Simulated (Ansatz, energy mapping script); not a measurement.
# CoO: energy mapping under PBE+U (3.5 eV), part 3 of 3

Wanted: the magnetic order of CoO, its couplings and an estimate of its ordering temperature, by PBE+U (3.5 eV).

PBE with U = 3.5 eV on Co d, ortho-atomic projectors; plane waves, U on orthogonalised atomic orbitals unless named otherwise, collinear spin, no spin–orbit coupling.

So far. Step 10 (Run 7 (parallel; cell D, 6 atoms)): The run ends ferromagnetic. For each magnetic atom its energy differs from the parallel run of the first cell by 0.44 meV, an error that one common reference would have brought in. Step 11 (Run 8 (uncompensated ++−; cell D, 6 atoms)): The run ends ferrimagnetic, 15.00 meV a magnetic atom below the parallel order of its cell.

### 12. Order 9: parallel, cell E of 6 atoms

A new cell needs its own zero of energy.

This run holds the same structure in another cell (c 6.740 → 7.384 Å, α 102.9 → 90.0°, β 102.9 → 90.0°, γ 90.0 → 120.0°).

Input file input.yaml:

```yaml
crystal:
  lattice:
    - [0.0, 2.1315, 2.1315]
    - [-2.1315, 0.0, -2.1315]
    - [-4.263, -4.263, 4.263]
  atoms:
    - { symbol: Co, position: [0.0, 0.0, 0.0], spin: 3.0 }
    - { symbol: Co, position: [0.333333333, 0.666666667, 0.666666667], spin: 3.0 }
    - { symbol: Co, position: [0.666666667, 0.333333333, 0.333333333], spin: 3.0 }
    - { symbol: O, position: [0.666666667, 0.333333333, 0.833333333] }
    - { symbol: O, position: [0.0, 0.0, 0.5] }
    - { symbol: O, position: [0.333333333, 0.666666667, 0.166666667] }
magnetization:
  spin_polarized: true
kpoints:
  mp_grid: { grid: [10, 10, 4] }
hamiltonian:
  xc: pbe
  hubbard:
    sites:
      - { species: Co, l: d, u_eff: 3.5 }
      - { site: 0, l: d, u_eff: 3.5, starting_ns: [{ spin: up, occupation_matrix: co1_major }, { spin: down, occupation_matrix: co1_minor }] }
      - { site: 1, l: d, u_eff: 3.5, starting_ns: [{ spin: up, occupation_matrix: co1_major }, { spin: down, occupation_matrix: co1_minor }] }
      - { site: 2, l: d, u_eff: 3.5, starting_ns: [{ spin: up, occupation_matrix: co1_major }, { spin: down, occupation_matrix: co1_minor }] }
    projectors: ortho-atomic
    occupation_matrices:
      co1_major:
        matrix:
          - [0.997, 0.0, 0.0, 0.0, 0.0]
          - [0.0, 0.999, 0.0, 0.0, 0.0]
          - [0.0, 0.0, 0.999, 0.0, 0.0]
          - [0.0, 0.0, 0.0, 0.997, 0.0]
          - [0.0, 0.0, 0.0, 0.0, 0.999]
      co1_minor:
        matrix:
          - [0.174, -0.069, -0.069, 0.0, -0.138]
          - [-0.069, 0.654, -0.301, -0.12, 0.301]
          - [-0.069, -0.301, 0.654, 0.12, 0.301]
          - [0.0, -0.12, 0.12, 0.174, 0.0]
          - [-0.138, 0.301, 0.301, 0.0, 0.654]
scf:
  occupations: { method: fermi_dirac, width: 0.05 }
output:
  eigenvalues: true
```

On the command line:

```console
ansatz run input.yaml --threads 4 --pin off --max-ram 8192MiB --backend cpu --events-out ev --progress --plain --runs-dir out
```

Numbers of over 12 decimals in the logs are rounded to 6 here.

Log:

```text
[...]
Crystal: 6 atoms, lattice volume = 58.104 Å³
Basis set: ecut = 420 eV, 1081 PW (Γ)
Bands: 47, of which v1, the nominal top of the filled ones, is band 35 counted from 1 (34 counted from 0)
Symmetry: 12 space group operations
k-points: 117 of 400
[...]
Starting moments: Σ|m| = 9 μB on 3 of 6 sites
[...]
k-point 1 ↑: bands = [... 31 lower, 10.7765, 10.8023, 11.2878, 11.3600, 12.3955, 12.4989, 13.2410, 13.3459, ... 8 higher]
  k-point 2 ↑: bands = [... 31 lower, 10.4410, 10.8832, 11.8145, 11.8145, 11.9074, 11.9074, 13.3631, 13.4671, ... 8 higher]
  k-point 116 ↓: bands = [... 31 lower, 15.5586, 15.8910, 16.1748, 16.1748, 16.3157, 16.3157, 17.5725, 17.5726, ... 8 higher]
Occupation matrices written to <dir>
[key lines of the parts left out:]
SCF converged after 12 iterations
Magnetization: 9.0000 μB (39.0000 up, 30.0000 down)
Free energy (F): -17074.020749 eV
Fermi energy:    14.148231 eV
```

It took 11 s on 4 threads of Arm Neoverse V2, shared host; peak memory 0.76 GiB.

The run ends ferromagnetic. For each magnetic atom its energy differs from the parallel run of the first cell by 0.26 meV, an error that one common reference would have brought in.

### 13. Uncompensated ++− start in cell E (6 atoms)

This order reverses 4 of the 12 neighbours at 3.01 Å, 4 of the 6 neighbours at 4.26 Å and 12 of the 24 neighbours at 5.22 Å, counted for an average magnetic atom.

Changes to input.yaml since step 12:

```diff
@@ -8,3 +8,3 @@
     - { symbol: Co, position: [0.333333333, 0.666666667, 0.666666667], spin: 3.0 }
-    - { symbol: Co, position: [0.666666667, 0.333333333, 0.333333333], spin: 3.0 }
+    - { symbol: Co, position: [0.666666667, 0.333333333, 0.333333333], spin: -3.0 }
     - { symbol: O, position: [0.666666667, 0.333333333, 0.833333333] }
@@ -23,3 +23,3 @@
       - { site: 1, l: d, u_eff: 3.5, starting_ns: [{ spin: up, occupation_matrix: co1_major }, { spin: down, occupation_matrix: co1_minor }] }
-      - { site: 2, l: d, u_eff: 3.5, starting_ns: [{ spin: up, occupation_matrix: co1_major }, { spin: down, occupation_matrix: co1_minor }] }
+      - { site: 2, l: d, u_eff: 3.5, starting_ns: [{ spin: up, occupation_matrix: co1_minor }, { spin: down, occupation_matrix: co1_major }] }
     projectors: ortho-atomic
```

Log:

```text
[...]
Crystal: 6 atoms, lattice volume = 58.104 Å³
Basis set: ecut = 420 eV, 1081 PW (Γ)
Bands: 47, of which v1, the nominal top of the filled ones, is band 35 counted from 1 (34 counted from 0)
Symmetry: 4 space group operations
k-points: 117 of 400
[...]
Starting moments: Σ|m| = 9 μB on 3 of 6 sites
[...]
k-point 1 ↑: bands = [... 31 lower, 11.5895, 11.8254, 12.1880, 12.8458, 12.9793, 15.3252, 15.5219, 16.4069, ... 8 higher]
  k-point 2 ↑: bands = [... 31 lower, 11.8470, 11.9378, 11.9920, 12.6806, 12.9055, 15.3301, 16.4228, 16.5087, ... 8 higher]
  k-point 116 ↓: bands = [... 31 lower, 11.9946, 12.0332, 15.5516, 15.7890, 16.1243, 16.2873, 17.1670, 17.2010, ... 8 higher]
Occupation matrices written to <dir>
[key lines of the parts left out:]
SCF converged after 19 iterations
Magnetization: 3.0000 μB (36.0000 up, 33.0000 down)
Free energy (F): -17074.204490 eV
Fermi energy:    14.024066 eV
```

Elapsed: 17 s, on 4 threads; peak memory 0.78 GiB; 66 s of CPU time.

The run ends ferrimagnetic, 61.25 meV a magnetic atom below the parallel order of its cell.

### 14. From energies to couplings

Each energy difference is a sum of couplings weighted by the pairs that the order reverses. A few near shells are fitted to the differences by least squares. Energies are those extrapolated to zero occupation width, not the free energies F.

Energies from the parallel order of the same cell:

```csv
order,atoms,energy (meV a magnetic atom),moments (μB),moments kept as typed,"opposed neighbours at 3.01, 4.26, 5.22 Å"
parallel in cell A,4,0.00,2.60,yes,"0, 0, 0"
compensated +− in cell A,4,15.58,2.60,yes,"8, 0, 16"
parallel in cell B,4,0.00,2.60,yes,"0, 0, 0"
compensated +− in cell B,4,-86.63,2.54,yes,"6, 6, 12"
parallel in cell C,6,0.00,2.60,yes,"0, 0, 0"
uncompensated ++− in cell C,6,-34.28,2.55 to 2.58,yes,"6.67, 2.67, 8"
parallel in cell D,6,0.00,2.60,yes,"0, 0, 0"
uncompensated ++− in cell D,6,-15.00,2.57 to 2.59,yes,"5.33, 1.33, 16"
parallel in cell E,6,0.00,2.60,yes,"0, 0, 0"
uncompensated ++− in cell E,6,-61.25,2.53 to 2.57,yes,"4, 4, 12"
```

Couplings from the energies, with E = −Σ J e·e over ordered pairs:

```csv
pair,distance (Å),neighbours,J (meV)
Co–Co,3.01,12,1.09
Co–Co,4.26,6,-8.22
Co–Co,5.22,24,-0.0549
Co–Co,6.03,12,-0.310
```

These orders cannot tell some unfitted shells from fitted ones: the value at 3.01 Å holds J(3.01) + 4 J(7.98); other unfitted shells add to the values wholly or in part.

Adding the shell at 6.74 Å gives 1.1, -8.2, -0.047, -0.32 and -0.035 meV and a mean-field temperature of 351 K, an exact solve that tests nothing.

In mean field these couplings order at 353 K, at q = (0.50, 0.50, 0.50) in fractions of the conventional cell's reciprocal vectors, and give a Curie–Weiss temperature of -319 K.

### 15. Monte Carlo

Mean field ignores fluctuations and overstates the ordering temperature, so the model is also sampled. The heat capacity peaks where order sets in.

Classical unit spins with these couplings on 8×8×4 copies of a cell that holds the lowest order (512 spins), heat-bath sweeps, cooled from random directions, 831 sweeps to settle and 2493 measured at each temperature, averaged over 4 runs.

```csv
T (K),order along the lowest pattern,net moment,heat capacity (k_B a spin)
42.3,0.48,0.01,1.03
72.4,0.43,0.01,1.07
118,0.37,0.01,1.18
148,0.35,0.02,1.30
178,0.34,0.02,1.51
223,0.27,0.02,1.80
238,0.25,0.02,1.92
253,0.21,0.02,1.70
283,0.15,0.03,1.11
313,0.12,0.03,0.62
358,0.09,0.03,0.37
388,0.08,0.03,0.28
```

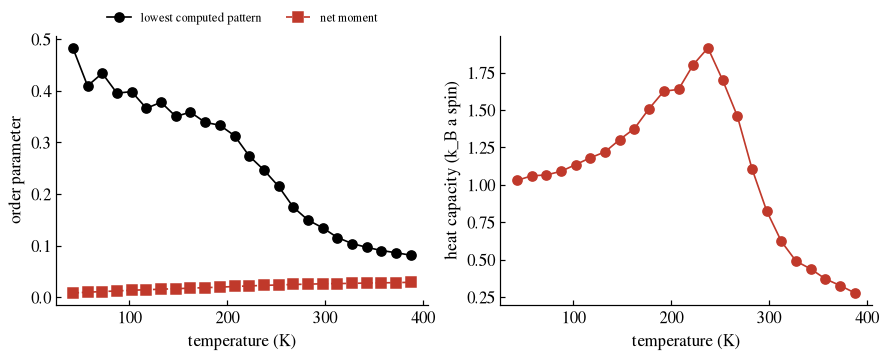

Order parameter and heat capacity against temperature.

The smoothed heat capacity peaks at 234 K. The order column follows one pattern alone; equivalent domains or another pattern share the rest.

### 16. Outcome

```
lowest order tried                                              : compensated +− in cell B
largest fitted value (a combination of shells), Co–Co at 4.26 Å : -8.22 meV
ordering temperature, mean field                                : 353 K
heat-capacity peak, Monte Carlo                                 : 234 K
```

In words: Of the orders tried, CoO prefers the order “compensated +− in cell B” under PBE+U (3.5 eV), with 6 of 12 neighbours at 3.01 Å, 6 of 6 neighbours at 4.26 Å and 12 of 24 neighbours at 5.22 Å opposed, and the heat capacity of the fitted model peaks near 234 K (Monte Carlo, classical spins). The largest fitted coupling is the Co–Co pair at 4.26 Å, antiferromagnetic at -8.2 meV, across a ligand at about 180°. The straight metal–ligand–metal path outweighs the right-angled one, the pattern expected of superexchange through one ligand p orbital, which these runs do not test. The orders also reverse pairs at 6.74 Å, which are not fitted, so the fitted values hold their part too. With 5 differences for 4 couplings the fit misses by 0.43 meV at most, a small part of the spread. In the fitted orders moments change by up to 2.8 % against the parallel run of the same cell, so their size stays put. Monte Carlo puts the peak at 0.66 of the mean-field temperature, since mean field leaves out fluctuations. In tests on simple cubic and body-centred models such peaks lay 5 to 6 % under the bulk value. On cooling, the order along the one computed pattern stays at or under 0.48: the model settles in an equivalent domain, a degenerate mixture or another order. The parallel order holds 3 μB a magnetic atom, spin 1.5; the common factor (S+1)/S would raise the classical 234 K to 390 K, a correction that often overshoots. The program narrowed the symmetry for the carried occupation matrices. Where that marks an ordered orbital filling, bonds of one length need not share one coupling; each fitted J is a mean over the bonds that the orders reverse. The classical value and the one scaled by (S+1)/S differ by a factor of 1.7, so closeness of either to the measured temperature is partly a matter of convention.

Calculation against experiment:

| quantity | measured | PBE+U (3.5 eV), Monte Carlo | PBE+U (3.5 eV), Monte Carlo × (S+1)/S |
| --- | --- | --- | --- |
| ordering temperature (spin model) (K) | 291 | 234 (-19.7 %) | 390 (+33.9 %) |

Measured values from arxiv:2004.06613 (2020).

**Verdict.** The ordering temperature is off by -19.7 % at PBE+U (3.5 eV), Monte Carlo: fair agreement. No cell relaxation is part of this session.

[Logs and program files are shortened in this print: banners, set-up blocks, solver, clock and traceback lines can be left out without a mark of their own.]

[Logs are printed without paths, hosts, clocks, repeated set-up lines and the standing remarks that a program may print on its own settings, such as how far it seeks lower states.]

[Hosts, paths, dates, database ids (printed as entryN), source tags and the programs' standing remarks are cut or masked in the printed files.]

[Where a cell is said to come from a database of computed structures, the database is the Materials Project.]
